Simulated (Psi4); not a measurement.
# SVWN5/aug-cc-pVDZ run of SiH4Se (SMILES [SiH3][SeH])

What is the vertical ionisation energy of SiH4Se at SVWN5/aug-cc-pVDZ? The job is set up through a Python script.

The calculation is run with Psi4 1.11.

1 further run of the same task is left out (set aside as unsound or not needed).

### Step 1. The molecule

SiH4Se has 6 atoms, charge 0, and is taken as a singlet. SMILES: `[SiH3][SeH]`. The shape is that of a PBE0-D4/def2-TZVP optimisation.

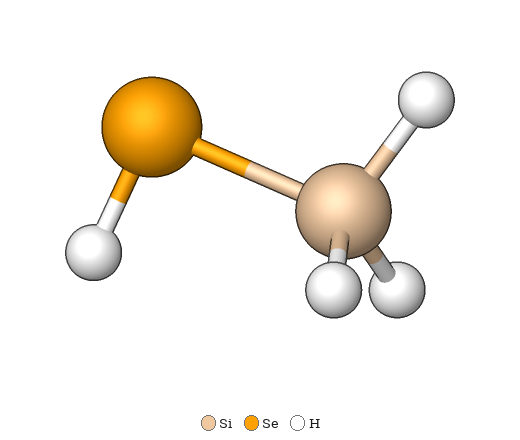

The structure, seen from a chosen angle (silicon light orange, selenium orange, hydrogen white).

### Step 2. Energy and gradient at SVWN5/aug-cc-pVDZ

run.py reads:

```python
import psi4

psi4.set_memory('1600 MB')
psi4.set_num_threads(1)
psi4.core.set_output_file('run.log', False)

m = psi4.geometry("""
0 1
Si
Se 1 2.279141
H 1 1.484156 2 111.4845
H 1 1.482718 3 109.95859 2 115.85707
H 1 1.484072 4 110.00496 3 -120.13014
H 2 1.469043 1 93.03944 4 179.37984
symmetry c1
no_reorient
no_com
""")

psi4.set_options({
    'basis': 'aug-cc-pVDZ',
    'puream': True,
    'e_convergence': 1e-09,
    'd_convergence': 1e-08,
    'scf_type': 'pk',
    'dft_radial_points': 99,
    'dft_spherical_points': 590,
})

energy_value, wavefunction = psi4.gradient('scf', dft_functional={"name": "SVWN5", "x_functionals": {"LDA_X": {}}, "c_functionals": {"LDA_C_VWN": {}}}, molecule=m, return_wfn=True)
print('gradient / Eh bohr^-1')
print(energy_value.np.round(6))
print(f'energy = {wavefunction.energy():.10f} Eh')
```

Run with:

```sh
$ python run.py
```

run.log (excerpt; [...] marks lines left out):

```text
[...]
  Running in c1 symmetry.
[...]
  Nuclear repulsion =  158.938001854197267
[...]
  Multiplicity = 1
[...]
  Nalpha       = 26
  Nbeta        = 26
[...]
    Number of basis functions: 99
[...]
   @RKS iter   1: -2688.37013671242539   -2.02480e+00   1.05930e-02 ADIIS/DIIS
[...]
   @RKS iter  11: -2688.82035311327581   -2.50111e-11   3.92894e-09 DIIS
[...]
    Orbital Energies [Eh]
    ---------------------
    Doubly Occupied:
       1A   -451.329179     2A    -65.151542     3A    -57.354221
       4A    -51.564161     5A    -51.563239     6A    -51.560906
       7A     -7.531248     8A     -5.542751     9A     -5.539558
      10A     -5.531272    11A     -5.048836    12A     -3.491654
      13A     -3.489155    14A     -3.488891    15A     -1.999581
      16A     -1.998763    17A     -1.992266    18A     -1.989900
      19A     -1.988641    20A     -0.659082    21A     -0.493098
      22A     -0.368790    23A     -0.326321    24A     -0.317124
      25A     -0.295751    26A     -0.221698
[...]
  @RKS Final Energy: -2688.82035311327581
   => Energetics <=
    Nuclear Repulsion Energy =            158.9380018541972674
    One-Electron Energy =               -4062.9514347111021380
    Two-Electron Energy =                1320.0194205573161526
    DFT Exchange-Correlation Energy =    -104.8263408136874375
    Empirical Dispersion Energy =           0.0000000000000000
    VV10 Nonlocal Energy =                  0.0000000000000000
    Total Energy =                      -2688.8203531132758144
[...]
 Multipole Moments:
 ------------------------------------------------------------------------------------
     Multipole            Electronic (a.u.)      Nuclear  (a.u.)        Total (a.u.)
 ------------------------------------------------------------------------------------
 L = 1.  Multiply by 2.5417464519 to convert [e a0] to [Debye]
 Dipole X            :         -1.0166351            1.2136009            0.1969659
 Dipole Y            :         -0.5465544            0.6525415            0.1059871
 Dipole Z            :         12.3058410          -12.5808526           -0.2750116
 Magnitude           :                                                    0.3544859
[...]
  -Total Gradient:
     Atom            X                  Y                   Z
    ------   -----------------  -----------------  -----------------
       1       -0.001181941568    -0.000683160860    -0.004104831124
       2        0.006810452772     0.003702868776    -0.002374790730
       3        0.000268431489    -0.007404807360     0.002604491911
       4        0.006586582908     0.003645102646     0.001365669782
       5       -0.006127791151     0.004189585384     0.002599423264
       6       -0.006357510900    -0.003450568634    -0.000091598253
[...]
```

Standard output:

```text
gradient / Eh bohr^-1
[[-1.182e-03 -6.830e-04 -4.105e-03]
 [ 6.810e-03  3.703e-03 -2.375e-03]
 [ 2.680e-04 -7.405e-03  2.604e-03]
 [ 6.587e-03  3.645e-03  1.366e-03]
 [-6.128e-03  4.190e-03  2.599e-03]
 [-6.358e-03 -3.451e-03 -9.200e-05]]
energy = -2688.8203531133 Eh
```

Run time: 39 s. Hardware: 1 thread of Intel Xeon 6975P-C (Granite Rapids), shared host; peak memory 0.86 GiB.

### Step 3. The doublet cation: a single-point energy at USVWN5/aug-cc-pVDZ

run.py reads:

```python
import psi4

psi4.set_memory('1600 MB')
psi4.set_num_threads(1)
psi4.core.set_output_file('output.dat', False)

geom = psi4.geometry("""
1 2
Si    -0.46241598    -0.44314078    -0.89686402
Se     1.69829687    -0.47639996     2.82873104
H     -3.03395529     0.63154647    -0.58335845
H     -0.63664873    -3.13618948    -1.65048680
H      0.90687957     1.01629471    -2.86161227
H      1.60740104     2.28713553     3.07628516
units au
symmetry c1
""")

psi4.set_options({
    'basis': 'aug-cc-pVDZ',
    'reference': 'uks',
    'puream': True,
    'e_convergence': 1e-09,
    'd_convergence': 1e-08,
    'scf_type': 'pk',
    'dft_radial_points': 99,
    'dft_spherical_points': 590,
    'maxiter': 200,
})

energy_value, wavefunction = psi4.energy('scf', dft_functional={"name": "SVWN5", "x_functionals": {"LDA_X": {}}, "c_functionals": {"LDA_C_VWN": {}}}, return_wfn=True)
psi4.oeprop(wavefunction, 'MAYER_INDICES', 'QUADRUPOLE', 'WIBERG_LOWDIN_INDICES')
print('E =', round(energy_value, 9))
```

Run with:

```sh
$ python run.py
```

output.dat (excerpt; [...] marks lines left out):

```text
[...]
  Running in c1 symmetry.
[...]
  Nuclear repulsion =  158.937978699393369
[...]
  Multiplicity = 2
[...]
  Nalpha       = 26
  Nbeta        = 25
[...]
    Number of basis functions: 99
[...]
   @UKS iter   1: -2688.19907606635752   -1.85374e+00   9.13674e-03 DIIS/ADIIS
[...]
   @UKS iter  13: -2688.47476094220292   -4.54747e-13   4.77955e-09 DIIS
[...]
   @S^2 Observed:                7.515398424E-01
[...]
  @UKS Final Energy: -2688.47476094220292
   => Energetics <=
    Nuclear Repulsion Energy =            158.9379786993933692
    One-Electron Energy =               -4049.1768179345972385
    Two-Electron Energy =                1306.3042505964194788
    DFT Exchange-Correlation Energy =    -104.5401723034181032
    Empirical Dispersion Energy =           0.0000000000000000
    VV10 Nonlocal Energy =                  0.0000000000000000
    Total Energy =                      -2688.4747609422029200
[...]
 Multipole Moments:
 ------------------------------------------------------------------------------------
     Multipole            Electronic (a.u.)      Nuclear  (a.u.)        Total (a.u.)
 ------------------------------------------------------------------------------------
 L = 1.  Multiply by 2.5417464519 to convert [e a0] to [Debye]
 Dipole X            :          5.9616964           -6.3922745           -0.4305781
 Dipole Y            :         -0.9946340            1.4714278            0.4767938
 Dipole Z            :         10.1556731          -10.8235973           -0.6679243
 Magnitude           :                                                    0.9267431
 L = 2.  Multiply by 1.3450342976 to convert [e a0^2] to [Debye ang]
 Quadrupole XX       :        -86.3129599           66.5665374          -19.7464225
 Quadrupole XY       :         -0.5483080            0.6765852            0.1282771
[...]
```

The script printed:

```text
E = -2688.474760942
```

Run time: 19 s. Hardware: 1 thread of Intel Xeon 6975P-C (Granite Rapids), shared host; peak memory 0.86 GiB.

### Step 4. Summary of results

Level: SVWN5/aug-cc-pVDZ.

| quantity | value |
| --- | --- |
| singlet SiH4Se: total energy | -2688.82035 Eh |
| singlet SiH4Se: dipole moment | 0.90 D |
| singlet SiH4Se: HOMO energy | -6.03 eV |
| singlet SiH4Se: LUMO energy | -1.35 eV |
| singlet SiH4Se: HOMO–LUMO gap | 4.68 eV |
| singlet SiH4Se: largest force on an atom | 0.417 eV/Å |
| doublet cation: total energy | -2688.47476 Eh |
| doublet cation: HOMO energy (highest over α and β) | -13.64 eV |
| doublet cation: LUMO energy (lowest over α and β) | -12.74 eV |
| doublet cation: ⟨S²⟩ | 0.752 |
| vertical ionisation energy (to the doublet cation) | 9.404 eV |

**Reading.** The vertical ionisation energy comes to 9.40 eV (907 kJ/mol). The largest force (singlet SiH4Se) is 0.42 eV/Å: the shape isn't a stationary point for this species at this level. The negative HOMO energy of the first species, 6.03 eV, lies 3.37 eV below that difference.
